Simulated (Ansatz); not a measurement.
## TaAgO3: pressure series

Consider TaAgO$_{3}$ (space group R-3c, No. 167; a = 5.4770 Å, c = 13.8035 Å (hexagonal axes); a cell from a computed database, its experimental status unchecked).

Cell and atoms are relaxed at each pressure.

Level of theory: PBEsol in Ansatz (plane waves to 420 eV, PAW, scalar-relativistic without spin-orbit coupling).

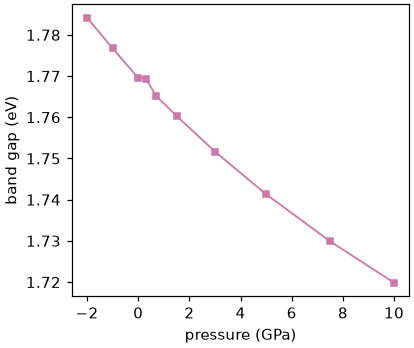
Figure. Band gap against pressure

Q: From the plot, what is the band gap for pressure 0.3 GPa?

A: About 1.77 eV.

Q: Is the trend monotonic over the range shown?

A: Yes, it falls throughout, spanning 1.72 eV to 1.78 eV.

With Ta present, leaving out spin-orbit coupling can change the band edges. Load acts through the strain it causes; cell and atoms are relaxed under it. No phonon test of stability was made. No other phases were tried under pressure.

Ansatz is an electronic-structure program.
